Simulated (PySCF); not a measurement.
## What a change does: single-point calculation on GeH$_{2}$

System: GeH$_{2}$.
Method of run 1: RKS-b3lyp5/def2-svp, stability (PySCF 2.14.0).

Text and figures count atoms from 1; the logs count them from 0 in places.

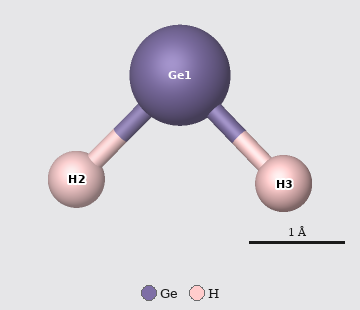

Fig. 1: The input geometry (ball-and-stick view, seen at a tilt; atoms are numbered from 1 in the order of the input). Sticks mark near contacts. Bond lengths as drawn: Ge–H 1.59 Å.

## Input, run 1
```python
from pyscf import gto, dft

mol = gto.M(
    atom='Ge 0 0 -0.0297; H 1.1343 0 1.0909; H -1.1343 0 1.0909',
    basis='def2-svp',
    charge=0,
    spin=0,
    verbose=4,
)
mf = dft.RKS(mol, xc='b3lyp5')
mf.kernel()
mf.stability(internal=True, external=True)
mf.dip_moment()
print('orbital energies (hartree):', mf.mo_energy[..., max(0, mol.nelec[1]-3):mol.nelec[0]+3].round(4))
```

Launched with:
```bash
OMP_NUM_THREADS=1 python input.py
```

Hardware: 1 CPU thread, shared host.

## Output, shortened to warnings, some set-up lines, iterations and results (run 1)
```
[...]
cycle= 1 E= -2077.78360837136  delta_E= -0.769  |g|= 0.341  |ddm|= 1.47
cycle= 2 E= -2077.78368216558  delta_E= -7.38e-05  |g|= 0.366  |ddm|= 0.494
cycle= 3 E= -2077.79818229565  delta_E= -0.0145  |g|= 0.00903  |ddm|= 0.258
cycle= 4 E= -2077.79820311159  delta_E= -2.08e-05  |g|= 0.00271  |ddm|= 0.0149
cycle= 5 E= -2077.7982067912  delta_E= -3.68e-06  |g|= 0.000327  |ddm|= 0.00684
cycle= 6 E= -2077.79820684612  delta_E= -5.49e-08  |g|= 2.82e-05  |ddm|= 0.00071
cycle= 7 E= -2077.79820684638  delta_E= -2.62e-10  |g|= 5.56e-06  |ddm|= 7.93e-05
  HOMO = -0.24257847297689  LUMO = -0.116914928079131  gap/eV = 3.41948
Extra cycle  E= -2077.79820684639  delta_E= -7.73e-12  |g|= 5.94e-06  |ddm|= 1.65e-05
converged SCF energy = -2077.79820684639
rhf_internal: lowest eigs of H = [0.44420962 0.62728333 1.15675756]
<class 'pyscf.dft.rks.RKS'> wavefunction is stable in the internal stability analysis
rhf_real2complex: lowest eigs of H = [0.06969391 0.13832578 0.23263865]
<class 'pyscf.dft.rks.RKS'> wavefunction is stable in the real -> complex stability analysis
rhf_external: lowest eigs of H = [0.0272848  0.11624846 0.16760863]
<class 'pyscf.dft.rks.RKS'> wavefunction is stable in the RHF/RKS -> UHF/UKS stability analysis
Dipole moment(X, Y, Z, Debye):  0.00000,  0.00000, -0.09427
orbital energies (hartree): [-0.5154 -0.3111 -0.2426 -0.1169  0.0384  0.0755]
```

The input of run 2 differs as follows (lines with − go, lines with + come):
```diff
+field = 0.001  # electric field along z, atomic units
+h = mf.get_hcore() + field*mol.intor('int1e_r')[2]
+mf.get_hcore = lambda *args: h
+e_nuc = mol.energy_nuc() - field*mol.atom_charges() @ mol.atom_coords()[:, 2]
+mf.energy_nuc = lambda *args: e_nuc
```

Predict how the results change.

The total energies belong to different models, so their difference says nothing on which is more stable or more accurate. The dipole moment goes from 0.09 to 0.01 D. The number of SCF iterations is the same.

## Output, shortened to warnings, some set-up lines, iterations and results (run 2)
```
[...]
cycle= 1 E= -2077.78386070741  delta_E= -0.769  |g|= 0.34  |ddm|= 1.46
cycle= 2 E= -2077.78388502373  delta_E= -2.43e-05  |g|= 0.365  |ddm|= 0.484
cycle= 3 E= -2077.79816370965  delta_E= -0.0143  |g|= 0.00874  |ddm|= 0.255
cycle= 4 E= -2077.79818297783  delta_E= -1.93e-05  |g|= 0.00256  |ddm|= 0.0141
cycle= 5 E= -2077.79818623533  delta_E= -3.26e-06  |g|= 0.00034  |ddm|= 0.00646
cycle= 6 E= -2077.79818629474  delta_E= -5.94e-08  |g|= 2.87e-05  |ddm|= 0.000739
cycle= 7 E= -2077.79818629502  delta_E= -2.86e-10  |g|= 5.6e-06  |ddm|= 8.01e-05
  HOMO = -0.24250724451051  LUMO = -0.116721771372775  gap/eV = 3.42280
Extra cycle  E= -2077.79818629502  delta_E= -9.09e-13  |g|= 6e-06  |ddm|= 1.65e-05
converged SCF energy = -2077.79818629502
rhf_internal: lowest eigs of H = [0.44428052 0.62496391 1.15661223]
<class 'pyscf.dft.rks.RKS'> wavefunction is stable in the internal stability analysis
rhf_real2complex: lowest eigs of H = [0.06982393 0.13771297 0.23269969]
<class 'pyscf.dft.rks.RKS'> wavefunction is stable in the real -> complex stability analysis
rhf_external: lowest eigs of H = [0.02750465 0.11560982 0.16761491]
<class 'pyscf.dft.rks.RKS'> wavefunction is stable in the RHF/RKS -> UHF/UKS stability analysis
Dipole moment(X, Y, Z, Debye): -0.00000, -0.00000, -0.01018
orbital energies (hartree): [-0.5148 -0.3103 -0.2425 -0.1167  0.0385  0.0758]
```

## The two runs side by side

```csv
quantity,run 1,run 2
outcome,converged,converged
SCF energy (hartree),−2077.798207,−2077.798186
dipole moment (D),0.09,0.01
SCF iterations,7,7
wall time (shared host),12 s,12 s
```
